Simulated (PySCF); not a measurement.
# C2H7FOSi2: geometry, spin-spin couplings

Aim: predict the spin-spin couplings of C2H7FOSi2 (`O[Si@H]1C[Si@H](F)C1`).

Computed with PySCF 2.14.0, with density-fitted response routines of our own, on a single molecule in the gas phase. Atoms count from 0, in the outputs and in this text.

### Step 1. The molecule as given

13 atoms, charge 0, multiplicity 1; geometry from: GFN2-xTB. The atoms were then displaced at random by about 0.01 Å, so the start is not that level's minimum.

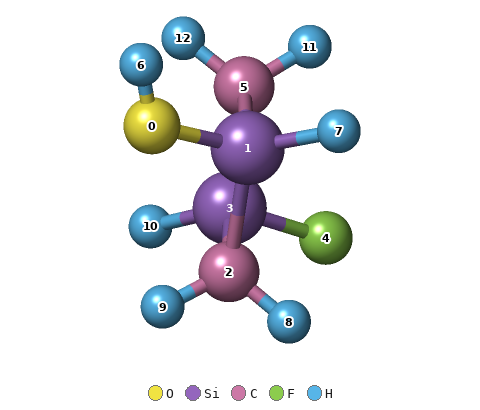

The starting geometry (oxygen yellow, silicon purple, carbon pink, fluorine green, hydrogen blue), atoms numbered.

### Step 2. Geometry optimisation at PBE0-D3(BJ)/def2-SVP

What the job is given:

```
{"job": {"xc": "PBE0", "basis": "def2-SVP", "d3": "d3bj", "grid": 1, "shake": 0.01, "kind": "geom"}, "charge": 0, "multiplicity": 1}
O      1.466980    -1.384640    -1.297590
Si     1.030600     0.013970    -0.536900
C     -0.755010     0.478460    -1.092150
Si    -1.345940     0.283820     0.695430
F     -1.777620     1.719190     1.312190
C      0.369810    -0.220640     1.248750
H      2.222770    -1.864430    -1.042450
H      2.108120     1.027380    -0.671180
H     -0.845350     1.488080    -1.467870
H     -1.168330    -0.204080    -1.799020
H     -2.539790    -0.553370     1.008520
H      0.813790     0.428840     2.008710
H      0.425800    -1.229470     1.623260
```

Started as:

```bash
$ OMP_NUM_THREADS=1 python probes_run.py task.json out
```

The driver reads the jobs from task.json and runs them one after another.

Output:

```text
step   0  E = -833.70562932  max force = 0.028555
step   1  E = -833.70945220  max force = 0.008859
step   2  E = -833.71104393  max force = 0.003127
step   3  E = -833.71129842  max force = 0.001587
step   4  E = -833.71132436  max force = 0.000906
step   5  E = -833.71133361  max force = 0.000367
optimisation converged
```

It took 38 s on 1 thread of Arm Neoverse V1, shared host; peak memory 0.51 GiB.

Along the way:

```
step  energy from step 0 (eV)  largest force component (eV/Å)
   0                   0.0000                          1.4684
   1                  -0.1040                          0.4555
   2                  -0.1473                          0.1608
   3                  -0.1543                          0.0816
   4                  -0.1550                          0.0466
   5                  -0.1552                          0.0189
```

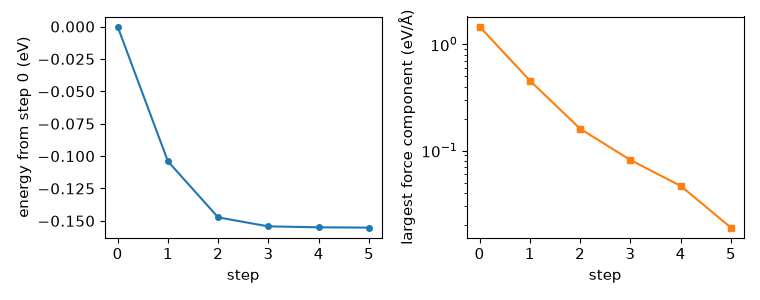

Energy and largest force along the relaxation.

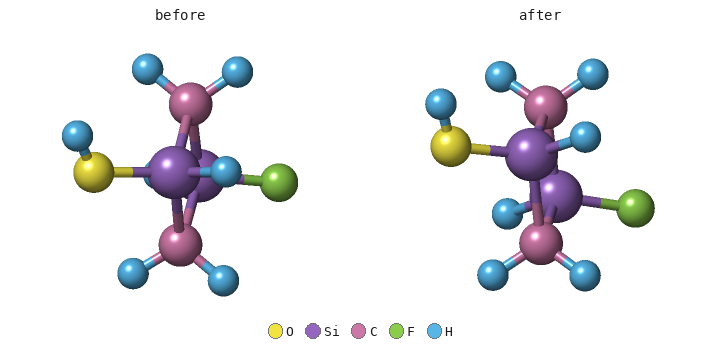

Before and after, at one scale.

Close pairs (by a distance rule), those that changed most:

```
  bond  before (Å)  after (Å)  change (Å)
Si1–C2       1.927      1.890      -0.037
 C2–H9       1.066      1.102      +0.036
 O0–H6       0.931      0.962      +0.031
C5–H12       1.078      1.102      +0.024
 C2–H8       1.081      1.101      +0.020
O0–Si1       1.651      1.668      +0.017
Si1–C5       1.918      1.904      -0.015
Si3–C5       1.872      1.886      +0.014
```

The next job starts from the end point, and lists it.

```
                         at the end point                value
  point group (found at 0.08 Å tolerance)                   C1
rotational constants (GHz, main isotopes)  5.468, 1.405, 1.297
                        dipole moment (D)                 2.23
```

### Step 3. Spin-spin couplings: B3LYP/cc-pVTZ

What the job is given:

```
{"job": {"kind": "j", "xc": "B3LYP", "basis": "cc-pVTZ"}, "charge": 0, "multiplicity": 1}
O      1.587891    -1.548228    -0.868309
Si     1.069033    -0.098200    -0.227561
C     -0.375124     0.568365    -1.248069
Si    -1.445287     0.420598     0.297989
F     -1.936115     1.879306     0.839858
C     -0.019017    -0.261455     1.325852
H      2.356006    -1.954834    -0.456865
H      2.219128     0.842355    -0.045410
H     -0.255327     1.588051    -1.645551
H     -0.666136    -0.095244    -2.078364
H     -2.664158    -0.429934     0.185646
H      0.269821     0.374469     2.177933
H     -0.159745    -1.290601     1.692502
```

Method: B3LYP/cc-pVTZ indirect spin-spin coupling, non-relativistic, gas phase.

Output:

```text
coarse grid: 11936 points
cycle   1  E = -834.5557142806  dE =  5.925e-01  |g| = 1.082e+00  |ddm| = 7.021e+00
cycle   2  E = -834.2028737039  dE =  3.528e-01  |g| = 1.767e+00  |ddm| = 3.911e+00
cycle   3  E = -834.7605342158  dE = -5.577e-01  |g| = 1.829e-01  |ddm| = 2.630e+00
cycle   4  E = -834.7666290658  dE = -6.095e-03  |g| = 6.940e-02  |ddm| = 3.575e-01
cycle   5  E = -834.7677364291  dE = -1.107e-03  |g| = 9.491e-03  |ddm| = 1.172e-01
cycle   6  E = -834.7677533542  dE = -1.693e-05  |g| = 3.411e-03  |ddm| = 1.830e-02
cycle   7  E = -834.7677555052  dE = -2.151e-06  |g| = 1.163e-03  |ddm| = 5.823e-03
final grid: 106688 points
cycle   8  E = -834.7672125373  dE = -4.695e-05  |g| = 6.032e-03  |ddm| = 6.238e-02
cycle   9  E = -834.7672032260  dE =  9.311e-06  |g| = 9.016e-03  |ddm| = 2.255e-02
cycle  10  E = -834.7672203060  dE = -1.708e-05  |g| = 7.209e-04  |ddm| = 1.310e-02
cycle  11  E = -834.7672203662  dE = -6.016e-08  |g| = 3.067e-04  |ddm| = 1.212e-03
cycle  12  E = -834.7672203832  dE = -1.706e-08  |g| = 3.634e-05  |ddm| = 4.387e-04
cycle  13  E = -834.7672203835  dE = -3.076e-10  |g| = 5.785e-06  |ddm| = 6.277e-05
converged SCF energy = -834.7672203835

Indirect spin-spin couplings (Hz)
  i      j    bonds     total        FC       PSO       DSO        SD
  0 O    1 Si   1    -29.496   -23.693    -6.414     0.048     0.564
  0 O    2 C    2     -5.205    -5.256     0.045     0.006         -
  0 O    3 Si   3      1.966     1.884     0.036    -0.018     0.064
  0 O    4 F    4     -0.885    -1.331     0.300     0.174    -0.029
  0 O    5 C    2     -0.155    -0.275     0.103     0.018         -
  0 O    6 H    1    -65.167   -51.351   -13.408    -0.409         -
  0 O    7 H    2     -1.401    -1.687     0.094     0.193         -
  0 O    8 H    3     -1.863    -1.958    -0.084     0.179         -
  0 O    9 H    3     -1.685    -1.610     0.010    -0.085         -
  0 O   10 H    4     -1.360    -1.412    -0.022     0.075         -
  0 O   11 H    3     -0.584    -0.762    -0.029     0.207         -
  0 O   12 H    3     -0.621    -0.658     0.060    -0.023         -
  1 Si   2 C    1    -35.912   -36.256     1.514    -0.126    -1.044
  1 Si   3 Si   2    -20.414   -20.899     0.182     0.035     0.267
  1 Si   4 F    3     -8.728    -8.177    -0.139     0.149    -0.561
  1 Si   5 C    1    -30.243   -30.458     1.338    -0.125    -0.997
  1 Si   6 H    2      2.271     1.237     0.688     0.447    -0.101
  1 Si   7 H    1   -165.630  -166.366     1.159    -0.404    -0.019
  1 Si   8 H    2      4.563     4.643     0.054     0.050    -0.183
  1 Si   9 H    2      7.062     7.323    -0.100     0.039    -0.200
  1 Si  10 H    3     -5.649    -5.914     0.001     0.235     0.029
  1 Si  11 H    2      3.957     4.021     0.054     0.043    -0.161
  1 Si  12 H    2      5.946     6.181    -0.097     0.049    -0.187
  2 C    3 Si   1    -33.076   -33.729     1.717    -0.130    -0.934
  2 C    4 F    2      5.274     4.052    -0.342    -0.127     1.690
  2 C    5 C    2     17.583    17.954    -0.381     0.010         -
  2 C    6 H    3      3.922     4.116     0.412    -0.606         -
  2 C    7 H    2      6.930     7.164    -0.034    -0.199         -
  2 C    8 H    1    122.518   119.621     1.974     0.923         -
  2 C    9 H    1    119.123   116.186     2.006     0.931         -
  2 C   10 H    2      8.607     8.869    -0.045    -0.218         -
  2 C   11 H    3      3.315     3.537     0.086    -0.308         -
  2 C   12 H    3      3.183     3.406     0.080    -0.302         -
  3 Si   4 F    1    371.071   313.888    66.079    -0.294    -8.602
  3 Si   5 C    1    -32.081   -32.825     1.794    -0.129    -0.921
  3 Si   6 H    4      0.261     0.136    -0.195     0.299     0.021
  3 Si   7 H    3     -4.855    -5.115     0.021     0.204     0.034
  3 Si   8 H    2      6.766     7.031    -0.109     0.050    -0.207
  3 Si   9 H    2      4.094     4.187     0.046     0.031    -0.170
  3 Si  10 H    1   -181.977  -182.827     1.349    -0.422    -0.078
  3 Si  11 H    2      7.008     7.256    -0.085     0.040    -0.203
  3 Si  12 H    2      4.458     4.529     0.074     0.034    -0.179
  4 F    5 C    2      4.030     2.974    -0.443    -0.128     1.627
  4 F    6 H    5     -0.425     0.367     0.576    -1.336    -0.033
  4 F    7 H    4      4.411     4.887     0.054    -0.497    -0.033
  4 F    8 H    3      3.356     3.789    -0.405     0.204    -0.232
  4 F    9 H    3      5.400     6.618     0.311    -1.506    -0.024
  4 F   10 H    2     39.730    42.083    -0.241    -1.222    -0.890
  4 F   11 H    3      3.951     4.427    -0.442     0.249    -0.283
  4 F   12 H    3      4.910     6.075     0.323    -1.485    -0.003
  5 C    6 H    3     -0.614    -0.570     0.160    -0.204         -
  5 C    7 H    2      9.585     9.809    -0.060    -0.164         -
  5 C    8 H    3      3.613     3.840     0.090    -0.317         -
  5 C    9 H    3      2.773     2.992     0.076    -0.295         -
  5 C   10 H    2      8.262     8.533    -0.045    -0.226         -
  5 C   11 H    1    120.589   117.661     2.009     0.919         -
  5 C   12 H    1    120.350   117.394     2.040     0.916         -
  6 H    7 H    3     -0.467    -0.280     0.422    -0.609         -
  6 H    8 H    4      0.174     0.737     1.517    -2.080         -
  6 H   11 H    4     -0.450    -0.175     0.716    -0.991         -
  7 H    8 H    3      3.205     3.150    -0.061     0.116         -
  7 H    9 H    3      1.268     2.051     1.016    -1.799         -
  7 H   10 H    4      2.551     3.526     0.795    -1.770         -
  7 H   11 H    3      2.791     2.676    -0.114     0.229         -
  7 H   12 H    3      0.981     1.693     0.993    -1.705         -
  8 H    9 H    2    -15.739   -16.471     2.580    -1.848         -
  8 H   10 H    3      0.461     1.194     0.979    -1.712         -
  8 H   11 H    4      4.339     4.672     0.747    -1.080         -
  8 H   12 H    4     -2.582    -1.956     1.305    -1.932         -
  9 H   10 H    3      2.576     2.531    -0.058     0.102         -
  9 H   11 H    4     -2.488    -1.859     1.301    -1.930         -
  9 H   12 H    4      4.101     4.408     0.683    -0.989         -
 10 H   11 H    3      0.523     1.281     0.983    -1.740         -
 10 H   12 H    3      2.528     2.498    -0.045     0.074         -
 11 H   12 H    2    -15.487   -16.225     2.606    -1.868         -
```

Run time: 62 s. Hardware: 1 thread of Arm Neoverse V1, shared host; peak memory 1.1 GiB.

This basis has no tight s functions, so the Fermi-contact terms are rough.

A choice of the couplings up to four bonds, sorted by the number of bonds, with means over like pairs; isotopes 13C, 19F, 1H, 17O, 29Si:

```
   pair  bonds  J (Hz)  Fermi contact (Hz)  dihedral (°)
 Si3–F4      1   371.1               313.9             –
Si3–H10      1  -182.0              -182.8             –
 Si1–H7      1  -165.6              -166.4             –
  C2–H8      1   121.6               118.6             –
  C2–H9      1   119.7               116.8             –
  O0–H6      1   -65.2               -51.4             –
 Si1–C2      1   -33.1               -33.4             –
 C2–Si3      1   -32.6               -33.3             –
 O0–Si1      1   -29.5               -23.7             –
 F4–H10      2    39.7                42.1             –
Si1–Si3      2   -20.4               -20.9             –
  C2–C5      2    17.6                18.0             –
  H8–H9      2   -15.6               -16.3             –
 C2–H10      2     8.4                 8.7             –
  C2–H7      2     8.3                 8.5             –
 Si3–H8      2     6.9                 7.1             –
 Si1–H9      2     6.5                 6.8             –
  C2–F4      2     4.7                 3.5             –
 Si1–F4      3    -8.7                -8.2             –
Si1–H10      3    -5.6                -5.9             –
  F4–H9      3     5.2                 6.3          -131
 Si3–H7      3    -4.9                -5.1             –
  F4–H8      3     3.7                 4.1            -4
 C2–H11      3     3.5                 3.7             –
  H7–H8      3     3.0                 2.9             1
 C2–H12      3     3.0                 3.2             –
 H9–H10      3     2.6                 2.5            -8
  F4–H7      4     4.4                 4.9             –
 H8–H11      4     4.3                 4.7             –
 H9–H12      4     4.1                 4.4             –
 H7–H10      4     2.6                 3.5             –
 H8–H12      4    -2.5                -1.9             –
 O0–H10      4    -1.4                -1.4             –
```

The spin-dipole term was solved for some atoms only; pairs without it lack that part.

The response was solved for the nuclei of C, F, H, Si alone, so couplings that need other nuclei can be missing.

Quadrupole couplings from the field gradients of the same density:

```
atom  isotope  eQq/h (MHz)     η
  O0      17O       -8.507  0.59
```

### Step 4. Indirect couplings: B3LYP/6-31G*

Same as in step 3 but for these lines:

```diff
@@ -1,2 +1,2 @@
-{"job": {"kind": "j", "xc": "B3LYP", "basis": "cc-pVTZ"}, "charge": 0, "multiplicity": 1}
+{"job": {"kind": "j", "xc": "B3LYP", "basis": "6-31G*"}, "charge": 0, "multiplicity": 1}
 O      1.587891    -1.548228    -0.868309
```

Level: B3LYP/6-31G* indirect spin-spin coupling, non-relativistic, gas phase.

Output:

```text
coarse grid: 11936 points
cycle   1  E = -834.4330596587  dE =  6.200e-01  |g| = 1.023e+00  |ddm| = 3.216e+00
cycle   2  E = -834.1400015841  dE =  2.931e-01  |g| = 1.603e+00  |ddm| = 2.464e+00
cycle   3  E = -834.6338616966  dE = -4.939e-01  |g| = 1.653e-01  |ddm| = 1.730e+00
cycle   4  E = -834.6395666883  dE = -5.705e-03  |g| = 5.494e-02  |ddm| = 2.084e-01
cycle   5  E = -834.6403421667  dE = -7.755e-04  |g| = 5.481e-03  |ddm| = 5.992e-02
cycle   6  E = -834.6403495796  dE = -7.413e-06  |g| = 2.062e-03  |ddm| = 7.925e-03
final grid: 106688 points
cycle   7  E = -834.5799949213  dE = -1.271e-05  |g| = 4.231e-03  |ddm| = 1.435e-02
cycle   8  E = -834.5799908071  dE =  4.114e-06  |g| = 5.878e-03  |ddm| = 1.087e-02
cycle   9  E = -834.5799998682  dE = -9.061e-06  |g| = 6.208e-04  |ddm| = 6.234e-03
cycle  10  E = -834.5799999400  dE = -7.184e-08  |g| = 1.438e-04  |ddm| = 6.756e-04
cycle  11  E = -834.5799999438  dE = -3.715e-09  |g| = 4.507e-05  |ddm| = 1.688e-04
cycle  12  E = -834.5799999443  dE = -5.002e-10  |g| = 8.658e-06  |ddm| = 4.901e-05
converged SCF energy = -834.5799999443

Indirect spin-spin couplings (Hz)
  i      j    bonds     total        FC       PSO       DSO        SD
  0 O    1 Si   1    -19.663   -14.870    -5.276     0.050     0.433
  0 O    2 C    2     -6.033    -6.077     0.038     0.006         -
  0 O    3 Si   3      1.562     1.471     0.049    -0.018     0.060
  0 O    4 F    4     -1.279    -1.710     0.290     0.172    -0.031
  0 O    5 C    2     -1.326    -1.416     0.073     0.017         -
  0 O    6 H    1    -79.275   -67.084   -11.655    -0.536         -
  0 O    7 H    2     -2.269    -2.579     0.126     0.183         -
  0 O    8 H    3     -1.753    -1.889    -0.042     0.178         -
  0 O    9 H    3     -1.368    -1.327     0.041    -0.082         -
  0 O   10 H    4     -1.324    -1.398    -0.001     0.075         -
  0 O   11 H    3     -0.540    -0.738    -0.005     0.203         -
  0 O   12 H    3     -0.536    -0.576     0.065    -0.025         -
  1 Si   2 C    1    -53.244   -53.309     1.099    -0.126    -0.907
  1 Si   3 Si   2    -13.013   -13.647     0.323     0.035     0.276
  1 Si   4 F    3     -7.097    -6.325    -0.345     0.144    -0.571
  1 Si   5 C    1    -45.712   -45.679     0.953    -0.125    -0.860
  1 Si   6 H    2      1.415     0.346     0.778     0.433    -0.142
  1 Si   7 H    1   -185.255  -185.491     1.065    -0.435    -0.394
  1 Si   8 H    2      5.632     5.658     0.103     0.044    -0.173
  1 Si   9 H    2      7.548     7.611     0.079     0.034    -0.175
  1 Si  10 H    3     -5.182    -5.489     0.040     0.232     0.035
  1 Si  11 H    2      4.956     5.002     0.073     0.038    -0.157
  1 Si  12 H    2      6.454     6.516     0.061     0.045    -0.168
  2 C    3 Si   1    -50.089   -50.390     1.251    -0.130    -0.820
  2 C    4 F    2     12.720    11.451    -0.206    -0.118     1.593
  2 C    5 C    2     18.273    18.577    -0.314     0.011         -
  2 C    6 H    3      4.015     4.316     0.297    -0.599         -
  2 C    7 H    2      7.111     7.344    -0.039    -0.193         -
  2 C    8 H    1    142.396   139.954     1.453     0.990         -
  2 C    9 H    1    140.469   137.987     1.486     0.996         -
  2 C   10 H    2      9.244     9.510    -0.056    -0.211         -
  2 C   11 H    3      3.526     3.770     0.059    -0.304         -
  2 C   12 H    3      3.344     3.588     0.053    -0.298         -
  3 Si   4 F    1    292.799   242.801    56.842    -0.331    -6.513
  3 Si   5 C    1    -49.104   -49.509     1.334    -0.129    -0.800
  3 Si   6 H    4      0.277     0.113    -0.154     0.295     0.022
  3 Si   7 H    3     -4.391    -4.699     0.068     0.201     0.038
  3 Si   8 H    2      7.174     7.231     0.081     0.045    -0.182
  3 Si   9 H    2      5.014     5.066     0.085     0.025    -0.163
  3 Si  10 H    1   -200.303  -200.593     1.202    -0.454    -0.458
  3 Si  11 H    2      7.303     7.331     0.113     0.035    -0.176
  3 Si  12 H    2      5.431     5.452     0.121     0.029    -0.171
  4 F    5 C    2     11.498    10.409    -0.321    -0.119     1.529
  4 F    6 H    5     -0.586     0.409     0.353    -1.318    -0.030
  4 F    7 H    4      4.807     5.311     0.011    -0.480    -0.036
  4 F    8 H    3      3.073     3.485    -0.462     0.231    -0.181
  4 F    9 H    3      5.555     6.886     0.091    -1.469     0.046
  4 F   10 H    2     40.467    42.818    -0.642    -1.133    -0.576
  4 F   11 H    3      3.670     4.110    -0.497     0.276    -0.219
  4 F   12 H    3      4.983     6.268     0.102    -1.449     0.062
  5 C    6 H    3     -0.767    -0.681     0.114    -0.200         -
  5 C    7 H    2     10.239    10.459    -0.061    -0.159         -
  5 C    8 H    3      3.792     4.044     0.061    -0.312         -
  5 C    9 H    3      2.922     3.162     0.051    -0.291         -
  5 C   10 H    2      8.976     9.253    -0.057    -0.219         -
  5 C   11 H    1    140.558   138.077     1.496     0.985         -
  5 C   12 H    1    140.665   138.163     1.519     0.982         -
  6 H    7 H    3     -0.832    -0.331     0.065    -0.566         -
  6 H    8 H    4     -0.179     0.849     1.026    -2.054         -
  6 H    9 H    4     -0.525     0.281     1.194    -2.001         -
  6 H   10 H    5     -0.379     0.255     0.565    -1.199         -
  6 H   11 H    4     -0.752    -0.200     0.420    -0.972         -
  7 H    8 H    3      3.108     3.129    -0.159     0.138         -
  7 H    9 H    3      0.796     1.962     0.603    -1.769         -
  7 H   10 H    4      2.309     3.577     0.482    -1.750         -
  7 H   11 H    3      2.669     2.613    -0.195     0.251         -
  7 H   12 H    3      0.493     1.577     0.591    -1.675         -
  8 H    9 H    2    -19.236   -18.978     1.463    -1.721         -
  8 H   10 H    3     -0.006     1.108     0.567    -1.681         -
  8 H   11 H    4      3.812     4.404     0.469    -1.062         -
  8 H   12 H    4     -2.777    -1.758     0.890    -1.910         -
  9 H   10 H    3      2.432     2.471    -0.167     0.127         -
  9 H   11 H    4     -2.708    -1.687     0.887    -1.907         -
  9 H   12 H    4      3.634     4.181     0.424    -0.971         -
 10 H   11 H    3      0.056     1.197     0.568    -1.710         -
 10 H   12 H    3      2.374     2.433    -0.158     0.098         -
 11 H   12 H    2    -18.947   -18.693     1.486    -1.741         -
```

Wall time 14 s (1 thread of Arm Neoverse V1, shared host); peak memory 0.66 GiB.

The basis is not made for couplings: without tight functions at the nuclei these values are rough.

This run: J(Si3,F4) 292.8 Hz, J(Si3,H10) -200.3 Hz, J(Si1,H7) -185.3 Hz (means over like pairs).

### Step 5. Comparing the runs: spin-spin couplings

Couplings (Hz), each a mean over the pairs like the one named, with basis size and wall time:

```
          run  Si3–F4  Si3–H10  Si1–H7  C2–H8  C2–H9  O0–H6  F4–H10  functions  time
B3LYP/cc-pVTZ   371.1   -182.0  -165.6  121.6  119.7  -65.2    39.7        286  62 s
 B3LYP/6-31G*   292.8   -200.3  -185.3  141.5  140.6  -79.3    40.5        106  14 s
```

### Step 6. Results

```
                                     quantity                      value
                                  point group                         C1
         rotational constants (main isotopes)       5.47, 1.41, 1.30 GHz
largest coupling of the table (B3LYP/cc-pVTZ)  1J(Si,F) Si3–F4, 371.1 Hz
     range of J(Si3,F4), mean over like pairs          292.8 to 371.1 Hz
```

**Reading.** Relaxing lowered the energy by 0.155 eV in 5 steps; the close pair that moved most is Si1–C2, from 1.927 to 1.890 Å. No frequency check was run at this level, so the end point may be a saddle. Of the pairs tabulated at B3LYP/cc-pVTZ, Si3–F4 couples most strongly (371.1 Hz; Fermi contact 313.9 Hz). Couplings across rotatable bonds belong to this one conformer; where others are populated, the observed values are averages. The coupling Si3–F4, as a mean over pairs of its kind, runs from 292.8 Hz (B3LYP/6-31G*) to 371.1 Hz (B3LYP/cc-pVTZ). Couplings from bases without tight functions are rough.
